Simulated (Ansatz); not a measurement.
# Run report: MoHCl3F4, molecular dynamics (part 3 of 3)

Continued. System: MoHCl3F4. Method: RHF/def2-SVP (Ansatz 0.2.0). It belongs to a series of runs on one base structure; here: dynamics from the highest image of the converged band.

Geometry of the input (Å):
```
Mo 0.6916  -0.2617  -0.2143
F  0.4671  -0.1389  1.7385
F  2.4483  0.0478  -0.0382
F  -0.2582  1.5664  0.3308
Cl -3.5371  0.3000  0.3351
F  -0.4778  -1.6182  -0.2751
Cl 0.7985  -0.1310  -2.5727
Cl -3.1836  1.2976  2.0581
H  -0.2755  1.3865  1.2518
```

## What the program printed, continued
```
md step   199: t =    99.50 fs  T =    46.6 K  F+E_penalty+E_count = -50168.06689326 eV  E_kin = 0.042166 eV  conserved = -50168.02472695 eV  (80 SCF iters)
these checks for a lower state are left out or cut short: starts, cluster_reference, orbital_swaps, neighbouring_geometries, increment
1486 factors; integrals over basis functions are off by at most 4.4e-4 eV
mean field -50168.06738819 eV, -1843.6424713784 hartree, gradient 2.2e-5 eV, S^2 0.000000; 0 other end points of the search recorded, 0 dependent functions left out
the calculation of the forces begins
reference -50168.06738819 eV, -1843.6424713784 hartree; 51, 51 occupied and 95, 95 virtual orbitals, 1486 factors
1486 factors; integrals over basis functions are off by at most 4.4e-4 eV
mean field evaluation 2368: about -50167.7738 eV, gradient 5.3e0 eV
mean field evaluation 2400: about -50165.1176 eV, gradient 1.4e0 eV
mean field evaluation 2432: about -50150.0516 eV, gradient 4.9e1 eV
mean field evaluation 2464: about -50167.5444 eV, gradient 8.4e-1 eV
mean field -50168.06738819 eV, -1843.6424713784 hartree, gradient 2.2e-5 eV, S^2 0.000000; 1 other end points of the search recorded, 0 dependent functions left out
the calculation of the forces begins
reference -50168.06738819 eV, -1843.6424713784 hartree; 51, 51 occupied and 95, 95 virtual orbitals, 1486 factors
md step   200: t =   100.00 fs  T =    47.1 K  F+E_penalty+E_count = -50168.06738819 eV  E_kin = 0.042658 eV  conserved = -50168.02473068 eV  (208 SCF iters)
```

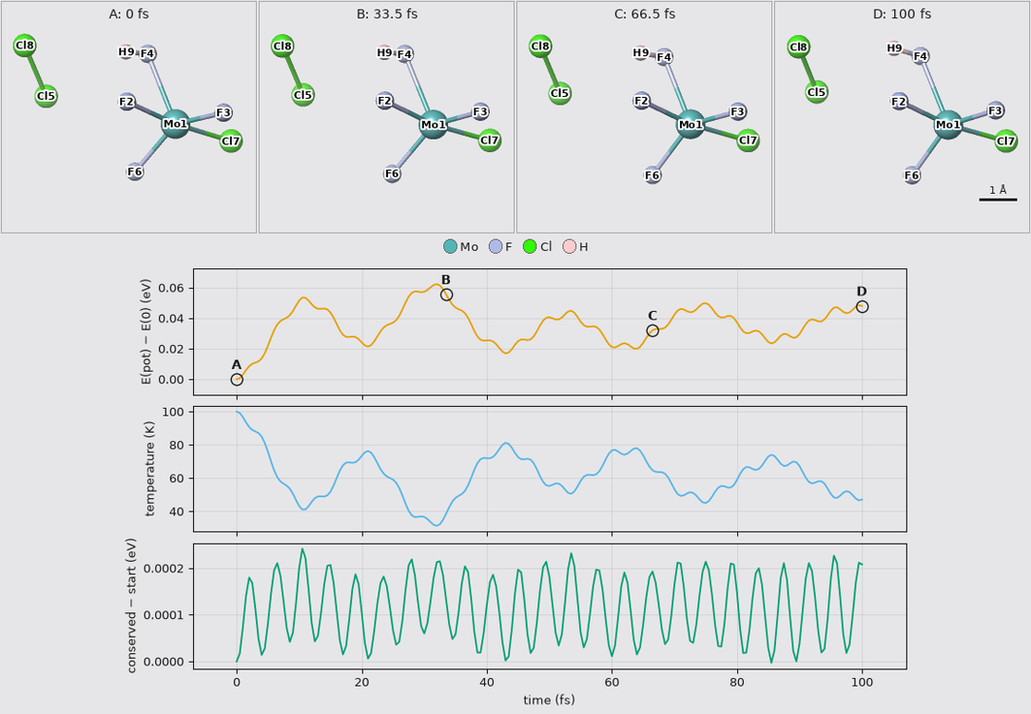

Frames of the molecular dynamics (ball-and-stick, seen at a tilt) above the curves, on which the letters mark them. The trajectory kept here has 201 frames over 100 fs. The temperature starts at 100 K, ranges from 31 to 100 K and averages 60 K over the second half. The potential energy ends 0.048 eV above its first value. The conserved quantity stays within 0.00024 eV. After an unweighted best fit of the last frame on the first, the root-mean-square displacement is 0.18 Å, and H9 has moved furthest (0.35 Å).

```
Total energy: -50168.06738819 eV, -1843.6424713784 hartree
Atom 0 at     0.693038    -0.285904    -0.201089 Å, force    -0.228488     0.950201    -0.500267 eV/Å
Atom 1 at     0.400989    -0.119197     1.700439 Å, force    -0.053921    -0.089553     0.462291 eV/Å
Atom 2 at     2.415670     0.109658    -0.010993 Å, force     0.664843     0.117983     0.272093 eV/Å
Atom 3 at    -0.425108     1.555117     0.126218 Å, force    -0.159394    -0.266907     0.744960 eV/Å
Atom 4 at    -3.625695     0.414904     0.366218 Å, force    -0.075588    -0.088928    -0.149095 eV/Å
Atom 5 at    -0.365863    -1.698452    -0.337656 Å, force    -0.536166    -0.715728     0.096381 eV/Å
Atom 6 at     0.890424    -0.127125    -2.550373 Å, force     0.030595    -0.031260    -0.321991 eV/Å
Atom 7 at    -3.097621     1.245660     2.123864 Å, force     0.080149     0.081335     0.136725 eV/Å
Atom 8 at    -0.656487     1.530495     1.037838 Å, force     0.277969     0.042858    -0.741097 eV/Å
Dipole moment:    -0.591934     0.455613     0.552619 e Å
```

## Trajectory as extended XYZ (Å, eV, eV/Å), 11 of the 201 frames kept, from step=0 to step=200
```
9
Properties=species:S:1:pos:R:3:forces:R:3 step=0 time_fs=0.0 energy=-50168.11542 temperature=100.0
Mo    0.6916   -0.2617   -0.2143    0.0053  -0.0093  -0.0060
F     0.4671   -0.1389    1.7385    0.0043  -0.0152   0.0055
F     2.4483    0.0478   -0.0382   -0.0018   0.0011   0.0036
F    -0.2582    1.5664    0.3308   -0.0093  -0.0009  -0.0053
Cl   -3.5371    0.3000    0.3351   -0.0022   0.0047   0.0038
F    -0.4778   -1.6182   -0.2751    0.0038   0.0005  -0.0022
Cl    0.7985   -0.1310   -2.5727    0.0032   0.0004  -0.0001
Cl   -3.1836    1.2976    2.0581    0.0045  -0.0012   0.0012
H    -0.2755    1.3865    1.2518   -0.0077   0.0199  -0.0005
9
Properties=species:S:1:pos:R:3:forces:R:3 step=20 time_fs=10.0 energy=-50168.06382 temperature=43.2
Mo    0.6965   -0.2748   -0.2227   -0.4324   1.0897   0.6151
F     0.4587   -0.1199    1.7330    0.0813  -0.2348  -0.0420
F     2.4230    0.0480   -0.0130    0.9898   0.1398  -0.0034
F    -0.2802    1.5758    0.3271   -0.0147   0.1778  -1.0137
Cl   -3.5461    0.3092    0.3333    0.0261   0.0847   0.1475
F    -0.4519   -1.6124   -0.2584   -0.7213  -0.9095  -0.1419
Cl    0.8040   -0.1223   -2.5766    0.0376  -0.0477  -0.1161
Cl   -3.1751    1.2949    2.0694   -0.0235  -0.0824  -0.1439
H    -0.3584    1.4505    1.2349    0.0571  -0.2176   0.6984
9
Properties=species:S:1:pos:R:3:forces:R:3 step=40 time_fs=20.0 energy=-50168.09124 temperature=73.4
Mo    0.6975   -0.2783   -0.2256   -0.2979   0.5229   0.4550
F     0.4534   -0.1108    1.7263    0.0168  -0.1082  -0.0600
F     2.4391    0.0539    0.0114    0.1455   0.0050  -0.1489
F    -0.3045    1.5870    0.3090    0.1395  -0.1670  -0.7132
Cl   -3.5545    0.3205    0.3352    0.0289   0.0850   0.1535
F    -0.4559   -1.6443   -0.2483   -0.0453  -0.0979  -0.1561
Cl    0.8104   -0.1148   -2.5829    0.0426  -0.0832   0.0474
Cl   -3.1671    1.2901    2.0771   -0.0341  -0.0864  -0.1478
H    -0.3333    1.3979    1.2146    0.0040  -0.0703   0.5700
9
Properties=species:S:1:pos:R:3:forces:R:3 step=60 time_fs=30.0 energy=-50168.05809 temperature=36.7
Mo    0.6955   -0.2764   -0.2243    0.0045  -0.3191   0.0633
F     0.4485   -0.1064    1.7180   -0.0341   0.0607   0.0267
F     2.4623    0.0601    0.0283   -0.8534  -0.1433  -0.2902
F    -0.3224    1.5841    0.2833    0.3302  -0.4961   0.0391
Cl   -3.5622    0.3340    0.3409   -0.0004   0.0062   0.0152
F    -0.4623   -1.6812   -0.2459    0.6804   0.8308  -0.1344
Cl    0.8180   -0.1096   -2.5879    0.0361  -0.1026   0.2419
Cl   -3.1599    1.2832    2.0811   -0.0096  -0.0098  -0.0073
H    -0.2811    1.3612    1.1963   -0.1535   0.1734   0.0457
9
Properties=species:S:1:pos:R:3:forces:R:3 step=80 time_fs=40.0 energy=-50168.08997 temperature=72.0
Mo    0.6932   -0.2768   -0.2218   -0.0492  -0.0331   0.1917
F     0.4425   -0.1003    1.7114    0.0294  -0.0840   0.1862
F     2.4487    0.0600    0.0313   -0.4089  -0.0536  -0.2405
F    -0.3257    1.5592    0.2583    0.0932  -0.0942   0.4537
Cl   -3.5699    0.3476    0.3470   -0.0394  -0.0788  -0.1395
F    -0.4391   -1.6820   -0.2505    0.3068   0.4017  -0.1490
Cl    0.8266   -0.1072   -2.5869    0.0407  -0.1006   0.1729
Cl   -3.1529    1.2760    2.0850    0.0388   0.0769   0.1442
H    -0.3441    1.4514    1.1980   -0.0114  -0.0342  -0.6197
9
Properties=species:S:1:pos:R:3:forces:R:3 step=100 time_fs=50.0 energy=-50168.07478 temperature=55.3
Mo    0.6905   -0.2772   -0.2175   -0.1533   0.6820   0.1730
F     0.4379   -0.0988    1.7132    0.0289  -0.1881   0.2619
F     2.4178    0.0579    0.0228    0.7644   0.1606  -0.0436
F    -0.3241    1.5324    0.2283   -0.2894   0.3222   0.4318
Cl   -3.5786    0.3592    0.3497   -0.0476  -0.0841  -0.1478
F    -0.4029   -1.6658   -0.2628   -0.6074  -0.7412  -0.1583
Cl    0.8363   -0.1074   -2.5814    0.0408  -0.0813   0.0099
Cl   -3.1450    1.2707    2.0924    0.0590   0.0831   0.1443
H    -0.4428    1.4914    1.1637    0.2045  -0.1532  -0.6711
9
Properties=species:S:1:pos:R:3:forces:R:3 step=120 time_fs=60.0 energy=-50168.09433 temperature=76.7
Mo    0.6867   -0.2723   -0.2117    0.0957   0.0975  -0.1843
F     0.4345   -0.1059    1.7262   -0.0893  -0.0013   0.0242
F     2.4191    0.0628    0.0114    0.5775   0.1535   0.0390
F    -0.3320    1.5212    0.1899   -0.2376   0.1751   0.1207
Cl   -3.5885    0.3688    0.3487   -0.0114  -0.0062   0.0044
F    -0.3922   -1.6803   -0.2826   -0.4329  -0.4664  -0.0606
Cl    0.8470   -0.1098   -2.5752    0.0135  -0.0498   0.0258
Cl   -3.1356    1.2675    2.1034    0.0227   0.0009  -0.0123
H    -0.4505    1.4103    1.1107    0.0618   0.0967   0.0431
9
Properties=species:S:1:pos:R:3:forces:R:3 step=140 time_fs=70.0 energy=-50168.07303 temperature=53.3
Mo    0.6839   -0.2669   -0.2075    0.4575  -1.0255  -0.2863
F     0.4271   -0.1130    1.7397   -0.0839   0.1524  -0.3556
F     2.4454    0.0748    0.0014   -0.5416  -0.0186   0.0057
F    -0.3511    1.5188    0.1584   -0.0184   0.1098  -0.2290
Cl   -3.5987    0.3782    0.3478    0.0330   0.0713   0.1614
F    -0.4006   -1.7147   -0.3052    0.3690   0.6532   0.1051
Cl    0.8581   -0.1135   -2.5682   -0.0172  -0.0177   0.0996
Cl   -3.1256    1.2643    2.1140   -0.0249  -0.0770  -0.1672
H    -0.4094    1.4103    1.0758   -0.1735   0.1522   0.6663
9
Properties=species:S:1:pos:R:3:forces:R:3 step=160 time_fs=80.0 energy=-50168.07806 temperature=58.9
Mo    0.6852   -0.2703   -0.2058    0.3156  -0.7695   0.1176
F     0.4156   -0.1132    1.7375    0.0648  -0.0023  -0.3992
F     2.4492    0.0864   -0.0078   -0.6327  -0.0521   0.0448
F    -0.3738    1.5198    0.1449    0.0226   0.2491  -0.5240
Cl   -3.6081    0.3893    0.3510    0.0349   0.0712   0.1688
F    -0.3942   -1.7213   -0.3229    0.3770   0.6388   0.1596
Cl    0.8688   -0.1178   -2.5589   -0.0097  -0.0038  -0.0399
Cl   -3.1162    1.2592    2.1204   -0.0245  -0.0724  -0.1746
H    -0.4567    1.5565    1.0595   -0.1480  -0.0589   0.6468
9
Properties=species:S:1:pos:R:3:forces:R:3 step=180 time_fs=90.0 energy=-50168.08581 temperature=67.3
Mo    0.6893   -0.2802   -0.2035   -0.0582   0.5087   0.0579
F     0.4066   -0.1130    1.7178    0.0810  -0.1419   0.0524
F     2.4258    0.0963   -0.0141    0.3163   0.0783   0.1937
F    -0.3982    1.5329    0.1376   -0.1166   0.2399   0.1760
Cl   -3.6167    0.4022    0.3584   -0.0153  -0.0073   0.0166
F    -0.3721   -1.7005   -0.3329   -0.3629  -0.4419   0.1000
Cl    0.8794   -0.1223   -2.5510    0.0218  -0.0135  -0.2837
Cl   -3.1073    1.2523    2.1225    0.0267   0.0077  -0.0257
H    -0.5749    1.6234    1.0477    0.1072  -0.2299  -0.2872
9
Properties=species:S:1:pos:R:3:forces:R:3 step=200 time_fs=100.0 energy=-50168.06739 temperature=47.1
Mo    0.6930   -0.2859   -0.2011   -0.2285   0.9502  -0.5003
F     0.4010   -0.1192    1.7004   -0.0539  -0.0896   0.4623
F     2.4157    0.1097   -0.0110    0.6648   0.1180   0.2721
F    -0.4251    1.5551    0.1262   -0.1594  -0.2669   0.7450
Cl   -3.6257    0.4149    0.3662   -0.0756  -0.0889  -0.1491
F    -0.3659   -1.6985   -0.3377   -0.5362  -0.7157   0.0964
Cl    0.8904   -0.1271   -2.5504    0.0306  -0.0313  -0.3220
Cl   -3.0976    1.2457    2.1239    0.0801   0.0813   0.1367
H    -0.6565    1.5305    1.0378    0.2780   0.0429  -0.7411
```
